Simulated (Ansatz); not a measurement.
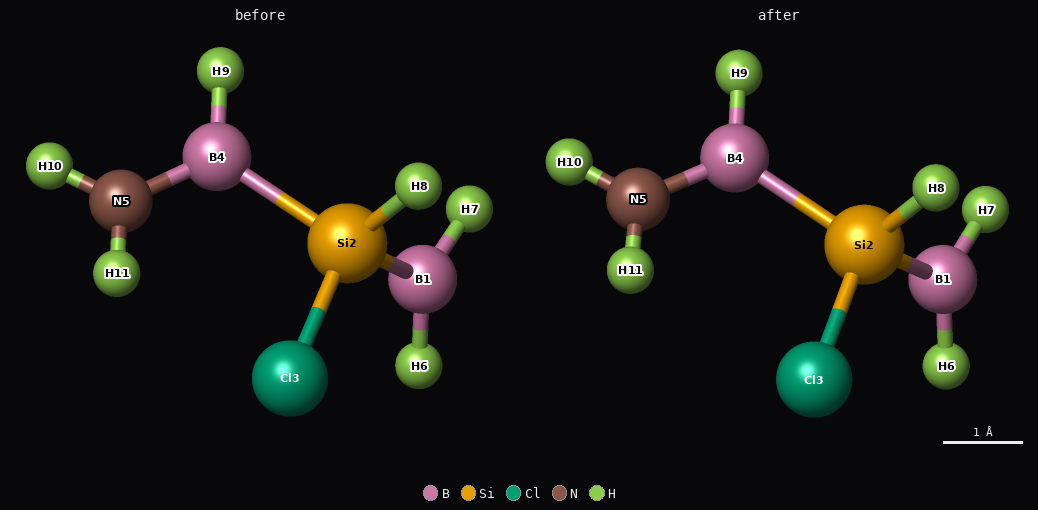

The structure of B$_{2}$SiNH$_{6}$Cl before (left) and after (right) a relaxation, at one scale.

A ball-and-stick model, seen from a free direction.

The start comes from PBE-D4/def2-SVP.

The calculation used RKS PBE0-D4/def2-TZVP (Ansatz 0.2.0).

Input file:
```yaml
crystal:
  periodic: [false, false, false]
  atoms:
    - {symbol: B, position_ang: [-0.198503, 1.844400, 1.259831]}
    - {symbol: Si, position_ang: [-0.575823, -0.061255, 0.806041]}
    - {symbol: Cl, position_ang: [0.678024, -1.423448, 1.858024]}
    - {symbol: B, position_ang: [-0.177923, -0.386687, -1.164114]}
    - {symbol: N, position_ang: [0.827481, -1.306463, -1.441162]}
    - {symbol: H, position_ang: [0.796303, 2.207431, 1.858113]}
    - {symbol: H, position_ang: [-0.963396, 2.694490, 0.837750]}
    - {symbol: H, position_ang: [-1.999677, -0.435597, 1.147653]}
    - {symbol: H, position_ang: [-0.765682, 0.180647, -2.066610]}
    - {symbol: H, position_ang: [1.118972, -1.571780, -2.384466]}
    - {symbol: H, position_ang: [1.325725, -1.798639, -0.690558]}
basis:
  gaussian: {orbitals: def2-TZVP}
hamiltonian: {xc: pbe0, dispersion: d4}
relax: {f_tol: 0.005, max_steps: 150}
```

Run as
```bash
ansatz run in.yaml --threads 4 --pin off --events-out ev --progress --plain --max-ram 10444MiB
```

### Describe what moved and what it gained.

H6 moves most after the best rigid fit: 0.12 Å. By element the largest moves are H 0.12 Å, Cl 0.07 Å, Si 0.04 Å, N 0.04 Å, B 0.03 Å. Near-neighbour distances that change, for instance: Si2–Cl3 2.129 → 2.093 Å, B1–H6 1.216 → 1.194 Å, B1–H7 1.219 → 1.197 Å, Si2–H8 1.511 → 1.492 Å. Bond angles that change, for instance: B1–Si2–H8 111.3° → 109.2°. The energy falls by 4.78 kJ/mol in 10 accepted moves (12 points after the start). The largest force component goes from 0.62 to 0.0022 eV/Å. The line search rejected the trial steps at points 10, 11 of the run.
